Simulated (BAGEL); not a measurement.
**C2Cl2F2 (SMILES F/C(Cl)=C(\F)Cl) at HF/3-21G (density fitting with qzvpp-jkfit)**

Aim: the vertical ionisation energy of C2Cl2F2 at HF/3-21G (density fitting with qzvpp-jkfit), from 2 runs. 

The calculation is run with BAGEL 1.2.2.

## (1) The structure to begin with

C2Cl2F2: 6 atoms, total charge 0, spin state singlet. SMILES: `F/C(Cl)=C(\F)Cl`. The shape is that of a PBE0-D4/def2-TZVP optimisation.

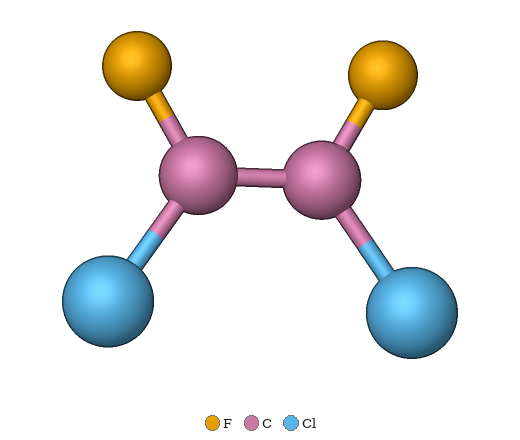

The structure, seen from a chosen angle (fluorine amber, carbon pink, chlorine blue).

## (2) The energy at HF/3-21G (density fitting with qzvpp-jkfit)

The input, job.json:

```json
{ "bagel": [

{
  "title": "molecule",
  "basis": "3-21g",
  "df_basis": "qzvpp-jkfit",
  "angstrom": true,
  "geometry": [
    { "atom": "F", "xyz": [    0.271900,   -1.736800,   -0.393100 ] },
    { "atom": "C", "xyz": [    0.288700,   -0.567500,    0.224400 ] },
    { "atom": "Cl", "xyz": [    1.120900,   -0.554700,    1.696000 ] },
    { "atom": "C", "xyz": [   -0.320700,    0.481300,   -0.320400 ] },
    { "atom": "F", "xyz": [   -0.944200,    0.355800,   -1.479800 ] },
    { "atom": "Cl", "xyz": [   -0.381600,    2.030800,    0.353200 ] }
  ]
},
{
  "title": "hf"
},
{
  "title": "print",
  "file": "orbitals.molden",
  "orbitals": true
}

]}
```

Started as:

```
$ BAGEL_NUM_THREADS=1 BAGEL job.json > job.out
```

What it wrote:

```text
* using 1 threads per process

  ===============================================================
  ===============================================================

  *** Geometry ***

  { "atom" : "F", "xyz" : [      0.513817,     -3.282076,     -0.742851 ] },
  { "atom" : "C", "xyz" : [      0.545564,     -1.072420,      0.424055 ] },
  { "atom" : "Cl", "xyz" : [      2.118194,     -1.048231,      3.204976 ] },
  { "atom" : "C", "xyz" : [     -0.606035,      0.909525,     -0.605468 ] },
  { "atom" : "F", "xyz" : [     -1.784279,      0.672365,     -2.796417 ] },
  { "atom" : "Cl", "xyz" : [     -0.721119,      3.837656,      0.667451 ] },

  Number of auxiliary basis functions:      560

  Since a DF basis is specified, we compute 2- and 3-index integrals:
    o Being stored without compression. Storage requirement is 0.017 GB

  Number of basis functions:       62
  Number of electrons      :       64

    * METHOD: MOLECULE                             0.22

  *** RHF ***

  === Nuclear Repulsion ===
   354.4312993321

      * DIIS with orbital gradients will be used.

  === RHF iteration (3-21g) ===
      0      -1187.45279243          0.02125720           0.07
      1      -1187.55569572          0.01378492           0.07
      2      -1187.60756987          0.00133217           0.07
      3      -1187.60889490          0.00030280           0.07
      4      -1187.60895800          0.00011274           0.07
      5      -1187.60896645          0.00002074           0.06
      6      -1187.60896675          0.00000284           0.07
      7      -1187.60896676          0.00000070           0.07
      8      -1187.60896676          0.00000021           0.07
      9      -1187.60896676          0.00000007           0.06
     10      -1187.60896676          0.00000003           0.07
     11      -1187.60896676          0.00000001           0.07
    * SCF iteration converged.

    * Permanent dipole moment:
           (   -0.112157,    -0.226604,    -0.310985) a.u.

    * METHOD: HF                                   0.93

    * METHOD: PRINT                                0.01

  ===============================================================
```

Run time: 1.3 s. Hardware: 1 thread of Arm Neoverse V2, shared host; peak memory 0.11 GiB.

## (3) The doublet cation

The input, hf.json:

```json
{ "bagel": [

{
  "title": "molecule",
  "basis": "3-21g",
  "df_basis": "qzvpp-jkfit",
  "angstrom": true,
  "geometry": [
    { "atom": "F", "xyz": [       0.271900,      -1.736800,      -0.393100 ] },
    { "atom": "C", "xyz": [       0.288700,      -0.567500,       0.224400 ] },
    { "atom": "Cl", "xyz": [       1.120900,      -0.554700,       1.696000 ] },
    { "atom": "C", "xyz": [      -0.320700,       0.481300,      -0.320400 ] },
    { "atom": "F", "xyz": [      -0.944200,       0.355800,      -1.479800 ] },
    { "atom": "Cl", "xyz": [      -0.381600,       2.030800,       0.353200 ] }
  ]
},

{ "title": "uhf", "charge": 1, "nopen": 1 },

{ "title": "print", "file": "orbitals.molden", "orbitals": true }

]}
```

Started as:

```
$ BAGEL_NUM_THREADS=1 BAGEL hf.json > hf.out
```

What it wrote:

```text
* using 1 threads per process

  ===============================================================
  ===============================================================

  *** Geometry ***

  { "atom" : "F", "xyz" : [      0.513817,     -3.282076,     -0.742851 ] },
  { "atom" : "C", "xyz" : [      0.545564,     -1.072420,      0.424055 ] },
  { "atom" : "Cl", "xyz" : [      2.118194,     -1.048231,      3.204976 ] },
  { "atom" : "C", "xyz" : [     -0.606035,      0.909525,     -0.605468 ] },
  { "atom" : "F", "xyz" : [     -1.784279,      0.672365,     -2.796417 ] },
  { "atom" : "Cl", "xyz" : [     -0.721119,      3.837656,      0.667451 ] },

  Number of auxiliary basis functions:      560

  Since a DF basis is specified, we compute 2- and 3-index integrals:
    o Being stored without compression. Storage requirement is 0.017 GB

  Number of basis functions:       62
  Number of electrons      :       64

    * METHOD: MOLECULE                             0.21

  *** Open-shell HF ***

  === Nuclear Repulsion ===
   354.4312993321

      * DIIS with orbital gradients will be used.

  === UHF iteration (3-21g) ===
      0      -1186.97101029          0.05422199           0.13
      1      -1187.11195620          0.04327597           0.13
      2      -1187.18426653          0.03083206           0.13
      3      -1187.25169980          0.00162859           0.13
      4      -1187.25233568          0.00067647           0.13
      5      -1187.25249239          0.00030863           0.13
      6      -1187.25254952          0.00012802           0.14
      7      -1187.25257173          0.00006627           0.13
      8      -1187.25257847          0.00002526           0.14
      9      -1187.25257993          0.00001186           0.14
     10      -1187.25258007          0.00000463           0.14
     11      -1187.25258010          0.00000150           0.14
     12      -1187.25258010          0.00000069           0.14
     13      -1187.25258010          0.00000021           0.13
     14      -1187.25258010          0.00000010           0.13
     15      -1187.25258010          0.00000004           0.13
     16      -1187.25258010          0.00000002           0.13
     17      -1187.25258010          0.00000001           0.13
    * SCF iteration converged.

    * S^2 (UHF) is 0.7551

    * Permanent dipole moment:
           (   -0.143249,    -0.289204,    -0.396716) a.u.

    * METHOD: UHF                                  2.53

    * METHOD: PRINT                                0.01

  ===============================================================
```

It took 2.9 s on 1 thread of Arm Neoverse V2, shared host; peak memory 0.11 GiB.

## (4) Summary of results

At HF/3-21G (density fitting with qzvpp-jkfit):

```
                                          quantity           value
                     singlet C2Cl2F2: total energy  -1187.60897 Eh
                    singlet C2Cl2F2: dipole moment          1.02 D
                      singlet C2Cl2F2: HOMO energy       -10.54 eV
                      singlet C2Cl2F2: LUMO energy         3.73 eV
                    singlet C2Cl2F2: HOMO–LUMO gap        14.27 eV
                      doublet cation: total energy  -1187.25258 Eh
                              doublet cation: ⟨S²⟩           0.755
vertical ionisation energy (to the doublet cation)        9.698 eV
```

**Reading.** Removing an electron at fixed nuclei costs 9.70 eV (224 kcal/mol). −ε(HOMO) before ionisation, 10.54 eV, is 0.84 eV above this ionisation energy.
